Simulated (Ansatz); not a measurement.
The reference is C in the diamond structure (space group Fd-3m, No. 227; a = 3.5603 Å). Axes: x, y, z lie along the cube axes.

It is then changed as follows: tensor shear ε_xy = +0.29 % (engineering shear γ = 0.0058), atoms relaxed at fixed cell.

Calculations: r2SCAN (Ansatz, a first-principles code; PAW; 500 eV plane waves; no spin-orbit coupling).

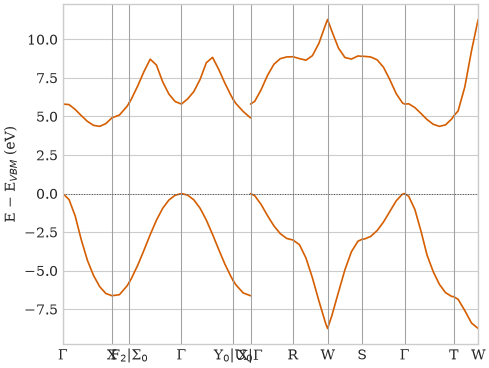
Figure. Highest valence and lowest conduction band along the path of the changed cell's own zone

Question: Read the changed gap and its character from the plot.

Answer: About 4.4 eV, indirect, Γ → Γ–X (75 % along).

The cells carry an imposed strain or load. Stability against distortions was not tested. k-point labels follow each cell's own Brillouin zone.
